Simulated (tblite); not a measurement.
## Run report: C3H7FSi, geometry relaxation (part 1 of 2)

- system: C3H7FSi, SMILES F[SiH2]C1CC1
- method: GFN2-xTB geometry optimisation, gas phase (tblite 0.8.0)

It belongs to a series of runs on one base structure; here: constitutional isomer.

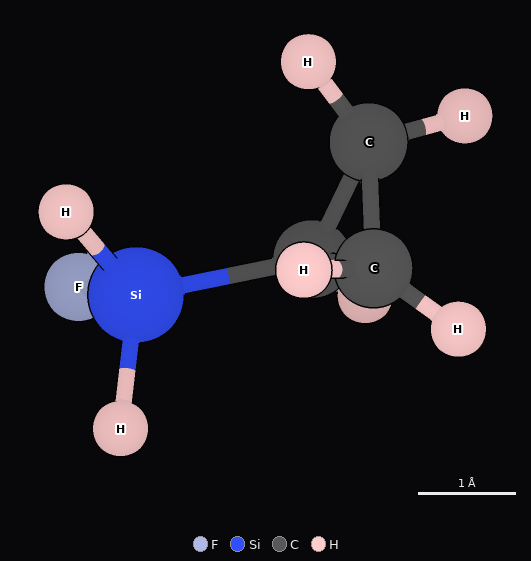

Figure 1. The input geometry (ball-and-stick view, seen at a tilt).

Summary

- outcome: converged
- total energy: −448.7141 eV
- hardware: 1 CPU thread, shared host
- peak memory: 0.18 GiB

Input file
```
{"job": {"kind": "relax", "xc": "GFN2-xTB", "basis": "xTB"}, "charge": 0, "multiplicity": 1}
F     -2.435400     1.592900     0.333500
Si    -1.618200     0.140800     0.164300
C      0.145700     0.502500    -0.314100
C      0.951000    -0.756300    -0.534600
C      1.295300     0.198700     0.575400
H     -1.711900    -0.716300     1.351600
H     -2.241400    -0.587200    -0.951400
H      0.294900     1.369400    -0.989200
H      0.479600    -1.701500    -0.140500
H      1.474700    -0.770500    -1.483300
H      1.160400    -0.074300     1.630600
H      2.206500     0.801000     0.331800
```

The first line tells a small driver script what to run in tblite; the rest is the geometry in Å.

Launched with:
```bash
OMP_NUM_THREADS=1 python <driver script> task.json out
```

What the program printed
```
step      E/eV     max force
  0    -448.34573    1.644
  1    -448.48146    0.812
  2    -448.55018    0.597
  3    -448.58142    0.516
  4    -448.60253    0.342
  5    -448.61460    0.350
  6    -448.63152    0.316
  7    -448.64207    0.307
  8    -448.65207    0.252
  9    -448.65937    0.230
 10    -448.66516    0.174
 11    -448.66997    0.195
 12    -448.67475    0.231
 13    -448.67938    0.236
 14    -448.68336    0.201
 15    -448.68705    0.157
 16    -448.69099    0.172
 17    -448.69470    0.171
 18    -448.69738    0.113
 19    -448.69903    0.102
 20    -448.70055    0.127
 21    -448.70287    0.170
 22    -448.70603    0.194
 23    -448.70891    0.150
 24    -448.71053    0.077
 25    -448.71133    0.064
 26    -448.71188    0.066
 27    -448.71246    0.063
 28    -448.71297    0.062
 29    -448.71335    0.068
 30    -448.71361    0.050
 31    -448.71381    0.033
 32    -448.71394    0.024
 33    -448.71401    0.022
 34    -448.71405    0.021
 35    -448.71410    0.013
 36    -448.71413    0.011
 37    -448.71414    0.008
```

Trajectory as extended XYZ (Å, eV, eV/Å), 38 frames, from step=0 to step=37
```
12
Properties=species:S:1:pos:R:3:forces:R:3 step=0 energy=-448.34573
F    -2.4354    1.5929    0.3335    0.6600  -1.3410  -0.0440
Si   -1.6182    0.1408    0.1643   -0.8710   0.7210  -0.0010
C     0.1457    0.5025   -0.3141   -0.6260   0.5960  -0.0960
C     0.9510   -0.7563   -0.5346   -0.7400  -0.3980   0.7290
C     1.2953    0.1987    0.5754    1.5230   0.4000  -0.4740
H    -1.7119   -0.7163    1.3516   -0.0600   0.3920   0.0210
H    -2.2414   -0.5872   -0.9514   -0.0940   0.2800   0.1190
H     0.2949    1.3694   -0.9892   -0.0160  -0.7840   0.2310
H     0.4796   -1.7015   -0.1405    0.5870   0.9500  -1.0310
H     1.4747   -0.7705   -1.4833    0.2850  -0.4450   0.5280
H     1.1604   -0.0743    1.6306    0.1440   0.0830  -0.7420
H     2.2065    0.8010    0.3318   -0.7920  -0.4540   0.7580
12
Properties=species:S:1:pos:R:3:forces:R:3 step=1 energy=-448.48146
F    -2.4260    1.5738    0.3329    0.2990  -0.7490   0.0270
Si   -1.6307    0.1511    0.1643   -0.3740   0.1810   0.0150
C     0.1368    0.5110   -0.3155   -0.1210  -0.0790   0.4170
C     0.9404   -0.7620   -0.5242   -0.1360   0.5580   0.0870
C     1.3171    0.2044    0.5686   -0.0090  -0.2080  -0.3710
H    -1.7128   -0.7107    1.3519   -0.0710   0.4060  -0.0090
H    -2.2427   -0.5832   -0.9497   -0.1270   0.2530   0.0800
H     0.2947    1.3582   -0.9859    0.0170  -0.4330  -0.0770
H     0.4880   -1.6879   -0.1552    0.2220   0.3250  -0.6220
H     1.4787   -0.7768   -1.4757    0.1000  -0.4090   0.6940
H     1.1624   -0.0731    1.6200    0.1870   0.1150  -0.6820
H     2.1952    0.7946    0.3426    0.0130   0.0400   0.4420
12
Properties=species:S:1:pos:R:3:forces:R:3 step=2 energy=-448.55018
F    -2.4160    1.5504    0.3332   -0.1910   0.1010   0.1270
Si   -1.6434    0.1589    0.1646    0.2450  -0.5440  -0.0250
C     0.1308    0.5125   -0.3070   -0.1260  -0.0760   0.3320
C     0.9335   -0.7521   -0.5184    0.1050   0.4210  -0.3340
C     1.3250    0.2021    0.5581   -0.3900  -0.1530   0.0210
H    -1.7146   -0.6998    1.3518   -0.0890   0.3570   0.0270
H    -2.2460   -0.5763   -0.9474   -0.1630   0.1970   0.0100
H     0.2950    1.3446   -0.9863   -0.0090  -0.2580  -0.1590
H     0.4959   -1.6758   -0.1741   -0.0280  -0.0700  -0.3190
H     1.4824   -0.7881   -1.4579    0.1290  -0.2710   0.4730
H     1.1673   -0.0702    1.6013    0.1450   0.0130  -0.3730
H     2.1912    0.7930    0.3562    0.3730   0.2820   0.2200
12
Properties=species:S:1:pos:R:3:forces:R:3 step=3 energy=-448.58142
F    -2.4149    1.5421    0.3355   -0.2490   0.2020   0.1350
Si   -1.6449    0.1531    0.1642    0.2400  -0.4560  -0.0200
C     0.1249    0.5135   -0.2992    0.0400  -0.0420   0.1310
C     0.9312   -0.7433   -0.5208    0.0170   0.1590  -0.1950
C     1.3250    0.2001    0.5543   -0.2190   0.1100  -0.0320
H    -1.7169   -0.6892    1.3523   -0.0960   0.2420   0.1400
H    -2.2501   -0.5700   -0.9462   -0.1950   0.1230  -0.0700
H     0.2948    1.3339   -0.9886   -0.0510  -0.1530  -0.1530
H     0.4993   -1.6710   -0.1881   -0.0930  -0.1550  -0.2030
H     1.4867   -0.7973   -1.4430    0.2580  -0.1560   0.1270
H     1.1716   -0.0690    1.5873    0.0740  -0.1090  -0.0120
H     2.1945    0.7963    0.3661    0.2730   0.2340   0.1530
12
Properties=species:S:1:pos:R:3:forces:R:3 step=4 energy=-448.60253
F    -2.4180    1.5378    0.3399   -0.1310   0.0030   0.1030
Si   -1.6430    0.1418    0.1636    0.0370  -0.0390  -0.0070
C     0.1215    0.5142   -0.2917    0.0880   0.0450  -0.1260
C     0.9283   -0.7350   -0.5243    0.0250  -0.1370  -0.0910
C     1.3236    0.2025    0.5495    0.0400   0.2350   0.0940
H    -1.7207   -0.6764    1.3562   -0.0980   0.1060   0.2680
H    -2.2574   -0.5627   -0.9470   -0.2090   0.0530  -0.1340
H     0.2935    1.3222   -0.9930   -0.0920  -0.0510  -0.1410
H     0.5007   -1.6693   -0.2038   -0.1090  -0.1520  -0.1060
H     1.4962   -0.8075   -1.4302    0.3180  -0.0430  -0.1180
H     1.1762   -0.0707    1.5773    0.0250  -0.1610   0.1700
H     2.2006    0.8024    0.3775    0.1070   0.1410   0.0880
12
Properties=species:S:1:pos:R:3:forces:R:3 step=5 energy=-448.61460
F    -2.4214    1.5343    0.3440   -0.0690  -0.0920   0.0830
Si   -1.6420    0.1359    0.1632   -0.0710   0.1270   0.0000
C     0.1209    0.5154   -0.2896    0.1090  -0.0040  -0.2060
C     0.9273   -0.7325   -0.5280    0.0830  -0.1620   0.0370
C     1.3235    0.2075    0.5487    0.1110   0.1550   0.0580
H    -1.7245   -0.6674    1.3631   -0.0920   0.0620   0.2800
H    -2.2652   -0.5577   -0.9497   -0.1860   0.0390  -0.1190
H     0.2911    1.3146   -0.9980   -0.0940   0.0360  -0.1570
H     0.4996   -1.6708   -0.2146   -0.0870  -0.1030  -0.0590
H     1.5068   -0.8141   -1.4246    0.2990   0.0200  -0.1810
H     1.1794   -0.0742    1.5739    0.0010  -0.1520   0.2080
H     2.2058    0.8083    0.3856   -0.0040   0.0730   0.0550
12
Properties=species:S:1:pos:R:3:forces:R:3 step=6 energy=-448.63152
F    -2.4284    1.5271    0.3522   -0.0090  -0.1540   0.0590
Si   -1.6419    0.1290    0.1625   -0.1550   0.2170   0.0220
C     0.1224    0.5158   -0.2904    0.0580  -0.0730  -0.2750
C     0.9291   -0.7307   -0.5327    0.2340  -0.1890   0.0960
C     1.3243    0.2165    0.5485    0.1590  -0.0540   0.0770
H    -1.7325   -0.6517    1.3796   -0.0710   0.0560   0.1950
H    -2.2811   -0.5487   -0.9561   -0.1170   0.0480  -0.0370
H     0.2855    1.3045   -1.0098   -0.0780   0.1210  -0.1490
H     0.4961   -1.6753   -0.2323   -0.0080   0.0270  -0.0050
H     1.5295   -0.8237   -1.4193    0.1720   0.1070  -0.1140
H     1.1843   -0.0827    1.5727   -0.0220  -0.0740   0.1220
H     2.2139    0.8191    0.3990   -0.1620  -0.0320   0.0080
12
Properties=species:S:1:pos:R:3:forces:R:3 step=7 energy=-448.64207
F    -2.4341    1.5211    0.3589   -0.0050  -0.1190   0.0510
Si   -1.6435    0.1270    0.1625   -0.1240   0.1530   0.0290
C     0.1247    0.5143   -0.2958    0.0540  -0.1580  -0.2300
C     0.9354   -0.7326   -0.5353    0.2580  -0.0930   0.1370
C     1.3263    0.2209    0.5505    0.0740  -0.1990  -0.0120
H    -1.7390   -0.6404    1.3938   -0.0510   0.0850   0.0830
H    -2.2937   -0.5420   -0.9609   -0.0610   0.0670   0.0440
H     0.2804    1.3004   -1.0204   -0.0490   0.1180  -0.1080
H     0.4933   -1.6784   -0.2433    0.0650   0.1000   0.0140
H     1.5470   -0.8277   -1.4176    0.0920   0.1340  -0.0420
H     1.1871   -0.0895    1.5743   -0.0380  -0.0100   0.0430
H     2.2171    0.8262    0.4074   -0.2150  -0.0780  -0.0100
12
Properties=species:S:1:pos:R:3:forces:R:3 step=8 energy=-448.65207
F    -2.4403    1.5147    0.3663   -0.0240  -0.0320   0.0500
Si   -1.6462    0.1269    0.1631   -0.0110   0.0290   0.0180
C     0.1283    0.5094   -0.3053   -0.0020  -0.1720  -0.1400
C     0.9467   -0.7361   -0.5356    0.2190  -0.0210   0.0470
C     1.3285    0.2210    0.5523   -0.0290  -0.2480  -0.0350
H    -1.7461   -0.6280    1.4085   -0.0280   0.1190  -0.0350
H    -2.3066   -0.5345   -0.9645   -0.0130   0.0820   0.1170
H     0.2747    1.2991   -1.0325   -0.0120   0.0370  -0.0230
H     0.4918   -1.6800   -0.2528    0.1380   0.1230   0.0240
H     1.5654   -0.8285   -1.4174    0.0250   0.1280   0.0520
H     1.1888   -0.0962    1.5772   -0.0550   0.0500  -0.0540
H     2.2164    0.8315    0.4146   -0.2090  -0.0950  -0.0210
12
Properties=species:S:1:pos:R:3:forces:R:3 step=9 energy=-448.65937
F    -2.4452    1.5101    0.3725   -0.0350   0.0400   0.0490
Si   -1.6481    0.1276    0.1638    0.0830  -0.0560  -0.0010
C     0.1309    0.5028   -0.3153   -0.0210  -0.1510  -0.0340
C     0.9589   -0.7399   -0.5351    0.1010   0.0440  -0.0390
C     1.3296    0.2167    0.5534   -0.1230  -0.1830  -0.0640
H    -1.7516   -0.6176    1.4182   -0.0110   0.1280  -0.0950
H    -2.3158   -0.5279   -0.9648    0.0050   0.0780   0.1440
H     0.2704    1.2993   -1.0411    0.0220  -0.0530   0.0490
H     0.4933   -1.6790   -0.2582    0.1710   0.0710   0.0250
H     1.5787   -0.8260   -1.4170    0.0310   0.0950   0.0720
H     1.1887   -0.1000    1.5789   -0.0750   0.0620  -0.0820
H     2.2115    0.8333    0.4187   -0.1480  -0.0740  -0.0250
12
Properties=species:S:1:pos:R:3:forces:R:3 step=10 energy=-448.66516
F    -2.4494    1.5069    0.3780   -0.0220   0.0690   0.0420
Si   -1.6483    0.1280    0.1644    0.1190  -0.0650  -0.0120
C     0.1325    0.4950   -0.3241   -0.0450  -0.0810   0.0370
C     0.9698   -0.7425   -0.5352   -0.0160   0.0410  -0.1330
C     1.3287    0.2103    0.5529   -0.1480  -0.0490  -0.0300
H    -1.7559   -0.6072    1.4239    0.0030   0.1100  -0.0980
H    -2.3228   -0.5215   -0.9622   -0.0010   0.0540   0.1290
H     0.2676    1.2983   -1.0465    0.0440  -0.1190   0.0930
H     0.4981   -1.6768   -0.2617    0.1700  -0.0260   0.0240
H     1.5898   -0.8221   -1.4158    0.0660   0.0600   0.0450
H     1.1868   -0.1018    1.5790   -0.0970   0.0410  -0.0690
H     2.2043    0.8328    0.4214   -0.0730  -0.0350  -0.0300
12
Properties=species:S:1:pos:R:3:forces:R:3 step=11 energy=-448.66997
F    -2.4527    1.5047    0.3834    0.0110   0.0610   0.0300
Si   -1.6469    0.1279    0.1646    0.0830  -0.0140  -0.0100
C     0.1327    0.4874   -0.3306   -0.0410  -0.0200   0.0690
C     0.9780   -0.7443   -0.5376   -0.1030   0.0250  -0.1440
C     1.3261    0.2045    0.5519   -0.1290   0.0710  -0.0090
H    -1.7594   -0.5966    1.4267    0.0150   0.0700  -0.0600
H    -2.3285   -0.5151   -0.9576   -0.0190   0.0200   0.0860
H     0.2661    1.2950   -1.0490    0.0550  -0.1290   0.0950
H     0.5055   -1.6753   -0.2646    0.1490  -0.1240   0.0160
H     1.6004   -0.8178   -1.4140    0.1080   0.0340  -0.0160
H     1.1833   -0.1026    1.5776   -0.1180   0.0010  -0.0230
H     2.1966    0.8315    0.4232   -0.0120   0.0060  -0.0330
12
Properties=species:S:1:pos:R:3:forces:R:3 step=12 energy=-448.67475
F    -2.4555    1.5029    0.3894    0.0520   0.0450   0.0140
Si   -1.6446    0.1279    0.1647   -0.0020   0.0570   0.0000
C     0.1319    0.4795   -0.3359   -0.0370   0.0380   0.0610
C     0.9843   -0.7454   -0.5423   -0.1290  -0.0150  -0.1050
C     1.3213    0.2002    0.5504   -0.0630   0.1430   0.0180
H    -1.7629   -0.5841    1.4289    0.0260   0.0150   0.0000
H    -2.3352   -0.5081   -0.9514   -0.0410  -0.0210   0.0310
H     0.2656    1.2888   -1.0501    0.0570  -0.0920   0.0610
H     0.5162   -1.6762   -0.2679    0.1260  -0.1930  -0.0040
H     1.6138   -0.8131   -1.4122    0.1180   0.0210  -0.0610
H     1.1776   -0.1035    1.5754   -0.1320  -0.0360   0.0180
H     2.1886    0.8305    0.4249    0.0270   0.0400  -0.0330
12
Properties=species:S:1:pos:R:3:forces:R:3 step=13 energy=-448.67938
F    -2.4574    1.5018    0.3960    0.0820   0.0450  -0.0010
Si   -1.6425    0.1289    0.1649   -0.0990   0.1010   0.0140
C     0.1305    0.4719   -0.3402   -0.0260   0.0620   0.0300
C     0.9886   -0.7467   -0.5490   -0.0940  -0.0430  -0.0150
C     1.3152    0.1982    0.5492    0.0120   0.1330   0.0200
H    -1.7660   -0.5707    1.4315    0.0370  -0.0370   0.0570
H    -2.3431   -0.5011   -0.9445   -0.0580  -0.0550  -0.0180
H     0.2662    1.2808   -1.0505    0.0510  -0.0200   0.0010
H     0.5295   -1.6808   -0.2718    0.1120  -0.2040  -0.0370
H     1.6299   -0.8081   -1.4112    0.0780   0.0170  -0.0620
H     1.1693   -0.1053    1.5732   -0.1310  -0.0580   0.0330
H     2.1810    0.8305    0.4263    0.0370   0.0590  -0.0220
12
Properties=species:S:1:pos:R:3:forces:R:3 step=14 energy=-448.68336
F    -2.4578    1.5024    0.4020    0.0870   0.0700  -0.0100
Si   -1.6422    0.1311    0.1653   -0.1520   0.0900   0.0230
C     0.1287    0.4659   -0.3433   -0.0210   0.0530  -0.0080
C     0.9912   -0.7482   -0.5554   -0.0180  -0.0510   0.0690
C     1.3094    0.1982    0.5484    0.0650   0.0610   0.0160
H    -1.7680   -0.5595    1.4347    0.0440  -0.0680   0.0860
H    -2.3511   -0.4960   -0.9385   -0.0640  -0.0720  -0.0420
H     0.2677    1.2735   -1.0510    0.0370   0.0440  -0.0560
H     0.5437   -1.6888   -0.2759    0.1080  -0.1530  -0.0720
H     1.6454   -0.8031   -1.4111   -0.0010   0.0190  -0.0150
H     1.1592   -0.1078    1.5717   -0.1100  -0.0520   0.0100
H     2.1750    0.8317    0.4270    0.0230   0.0590   0.0000
12
Properties=species:S:1:pos:R:3:forces:R:3 step=15 energy=-448.68705
F    -2.4566    1.5053    0.4068    0.0730   0.1080  -0.0140
Si   -1.6444    0.1343    0.1661   -0.1430   0.0360   0.0230
C     0.1267    0.4615   -0.3459   -0.0120   0.0180  -0.0370
C     0.9931   -0.7504   -0.5599    0.0570  -0.0300   0.1260
C     1.3048    0.1991    0.5482    0.0750  -0.0270   0.0010
H    -1.7685   -0.5514    1.4386    0.0470  -0.0740   0.0820
H    -2.3591   -0.4931   -0.9339   -0.0620  -0.0690  -0.0420
H     0.2701    1.2681   -1.0521    0.0170   0.0740  -0.0900
H     0.5586   -1.6991   -0.2803    0.1020  -0.0710  -0.0960
H     1.6582   -0.7981   -1.4113   -0.0820   0.0210   0.0430
H     1.1480   -0.1107    1.5706   -0.0730  -0.0300  -0.0260
H     2.1703    0.8338    0.4271    0.0000   0.0450   0.0300
12
Properties=species:S:1:pos:R:3:forces:R:3 step=16 energy=-448.69099
F    -2.4536    1.5114    0.4112    0.0550   0.1360  -0.0150
Si   -1.6491    0.1381    0.1673   -0.0780  -0.0340   0.0160
C     0.1244    0.4575   -0.3489   -0.0040  -0.0240  -0.0550
C     0.9958   -0.7531   -0.5623    0.1090   0.0020   0.1330
C     1.3011    0.1997    0.5481    0.0460  -0.0930  -0.0080
H    -1.7678   -0.5453    1.4436    0.0440  -0.0590   0.0510
H    -2.3680   -0.4922   -0.9297   -0.0540  -0.0520  -0.0210
H     0.2731    1.2642   -1.0545   -0.0100   0.0590  -0.0950
H     0.5760   -1.7115   -0.2860    0.0830   0.0210  -0.1020
H     1.6688   -0.7922   -1.4109   -0.1420   0.0220   0.0890
H     1.1346   -0.1141    1.5690   -0.0240   0.0000  -0.0590
H     2.1657    0.8368    0.4273   -0.0250   0.0220   0.0660
12
Properties=species:S:1:pos:R:3:forces:R:3 step=17 energy=-448.69470
F    -2.4493    1.5200    0.4148    0.0500   0.1270  -0.0200
Si   -1.6551    0.1414    0.1688    0.0090  -0.0790   0.0040
C     0.1221    0.4536   -0.3526    0.0050  -0.0580  -0.0510
C     0.9998   -0.7557   -0.5621    0.1080   0.0310   0.0870
C     1.2985    0.1990    0.5480   -0.0080  -0.0980  -0.0100
H    -1.7659   -0.5411    1.4491    0.0370  -0.0310   0.0060
H    -2.3773   -0.4926   -0.9263   -0.0430  -0.0250   0.0120
H     0.2759    1.2616   -1.0583   -0.0390   0.0070  -0.0710
H     0.5942   -1.7232   -0.2933    0.0460   0.0820  -0.0810
H     1.6759   -0.7862   -1.4092   -0.1450   0.0220   0.0880
H     1.1213   -0.1174    1.5666    0.0200   0.0220  -0.0590
H     2.1610    0.8400    0.4286   -0.0400   0.0010   0.0960
12
Properties=species:S:1:pos:R:3:forces:R:3 step=18 energy=-448.69738
F    -2.4449    1.5281    0.4171    0.0660   0.0790  -0.0300
Si   -1.6597    0.1429    0.1700    0.0660  -0.0720  -0.0070
C     0.1205    0.4497   -0.3565    0.0050  -0.0620  -0.0320
C     1.0046   -0.7574   -0.5603    0.0590   0.0360   0.0150
C     1.2968    0.1972    0.5477   -0.0480  -0.0410   0.0040
H    -1.7640   -0.5384    1.4537    0.0290  -0.0100  -0.0290
H    -2.3853   -0.4933   -0.9236   -0.0340  -0.0040   0.0400
H     0.2771    1.2593   -1.0626   -0.0570  -0.0480  -0.0380
H     0.6085   -1.7304   -0.3005    0.0030   0.0820  -0.0400
H     1.6791   -0.7814   -1.4065   -0.0900   0.0250   0.0340
H     1.1119   -0.1196    1.5638    0.0380   0.0220  -0.0220
H     2.1566    0.8425    0.4317   -0.0380  -0.0080   0.1060
12
Properties=species:S:1:pos:R:3:forces:R:3 step=19 energy=-448.69903
F    -2.4410    1.5335    0.4184    0.0910   0.0250  -0.0400
Si   -1.6615    0.1429    0.1706    0.0710  -0.0350  -0.0120
C     0.1195    0.4460   -0.3599   -0.0010  -0.0420  -0.0110
C     1.0089   -0.7579   -0.5591    0.0040   0.0240  -0.0330
C     1.2952    0.1955    0.5475   -0.0560   0.0220   0.0180
H    -1.7627   -0.5359    1.4565    0.0250  -0.0040  -0.0400
H    -2.3916   -0.4931   -0.9211   -0.0290   0.0050   0.0520
H     0.2765    1.2566   -1.0663   -0.0610  -0.0750  -0.0190
H     0.6175   -1.7331   -0.3063   -0.0290   0.0440  -0.0030
H     1.6807   -0.7780   -1.4042   -0.0210   0.0290  -0.0330
H     1.1068   -0.1209    1.5617    0.0310   0.0070   0.0240
H     2.1528    0.8439    0.4362   -0.0260  -0.0010   0.0970
```
